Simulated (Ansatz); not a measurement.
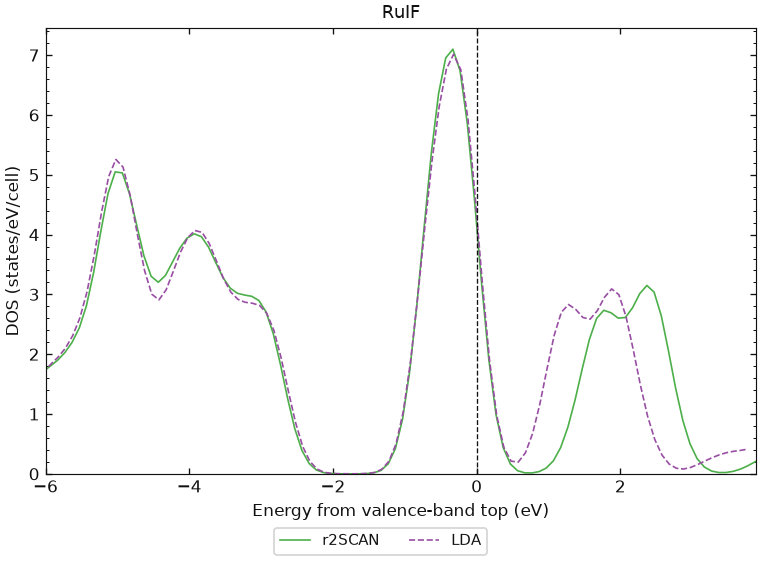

Total densities of states of a single layer of RuIF, 3 atoms in the cell, relaxed with r2SCAN, by two methods on the same cell. The DOS curves are built from the levels of the k mesh with Gaussians 0.55 eV wide, which also blur the band edges; ripples of that width can come from the mesh. Each is counted from its own valence-band top.

Q: What changes from one method to the other?

A: r2SCAN gives a gap of 1.34 eV and LDA gives a gap of 0.96 eV.

Settings. r2SCAN: Ansatz PAW set, no spin polarisation, no spin-orbit coupling, 12×12×1 k mesh, 500 eV cutoff, fixed occupations (Ansatz 0.2.0). LDA: Ansatz PAW set, no spin polarisation, no spin-orbit coupling, 12×12×1 k mesh, 420 eV cutoff, fixed occupations (Ansatz).

Gaps are the smallest over all k points computed. Spin-orbit coupling is left out, which matters for I. The PAW data sets were made with another functional. LDA, GGA and most meta-GGA functionals understate gaps. The sheet was built from a prototype and needn't be a known or stable phase.
